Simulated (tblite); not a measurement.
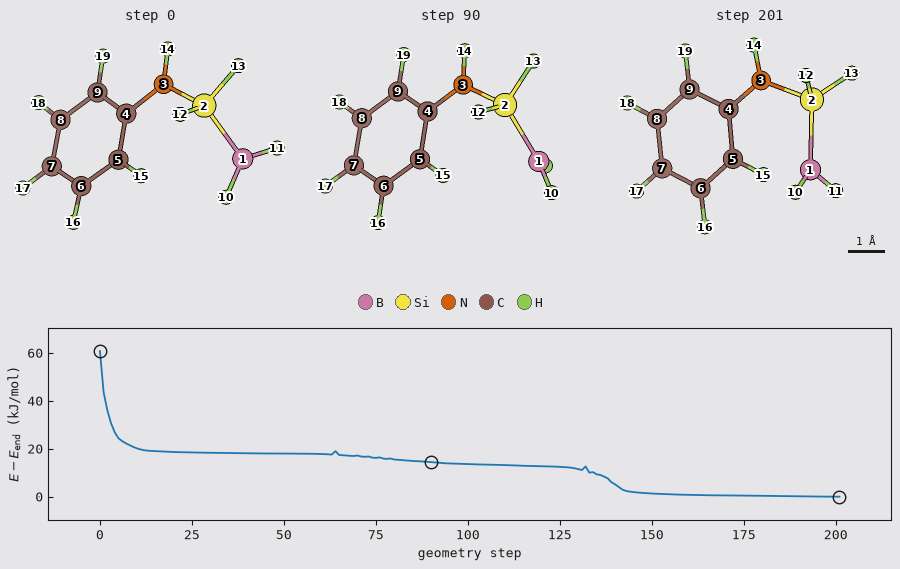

Frames of a relaxation of C₆H₁₀BNSi, marked on the history of the run. Style: ball-and-stick. Shown at a tilt.

Level of theory: tblite 0.8.0, GFN2-xTB geometry optimisation, gas phase. 

> What happens along the run?

H11 moves most after the best rigid fit: 1.67 Å. By element the largest moves are H 1.67 Å, B 1.01 Å, C 0.70 Å, Si 0.35 Å, N 0.19 Å. Near-neighbour distances that change, for instance: B1–H15 2.871 → 1.595 Å, N3–C4 1.430 → 1.365 Å, N3–H14 1.060 → 1.009 Å, Si2–N3 1.798 → 1.759 Å. Among the angles between lasting bonds that change: B1–Si2–H13 105.7° → 119.5°, N3–Si2–H12 112.1° → 103.2°, B1–Si2–N3 111.8° → 105.3°. Groups turn about Si2–N3 by about 60°. After 201 geometry steps the energy has fallen by 60.8 kJ/mol. From step 0 to 90: H11 moves most (1.15 Å), energy −46.4 kJ/mol. From step 90 to 201: H10 moves most (1.65 Å), energy −14.4 kJ/mol.

```
step  E − E(0), kJ/mol
   0              0.00
   1            -17.20
   2            -24.66
   3            -30.07
   4            -33.85
   5            -36.36
   6            -37.56
   7            -38.49
   8            -39.25
   9            -39.99
  10            -40.59
  20            -42.15
  30            -42.47
  40            -42.68
  50            -42.80
  60            -42.97
  70            -43.61
  80            -45.29
  90            -46.38
 100            -47.25
 111            -47.62
 121            -48.12
 131            -49.67
 141            -56.73
 151            -59.56
 161            -60.08
 171            -60.28
 181            -60.46
 191            -60.64
 201            -60.79
```
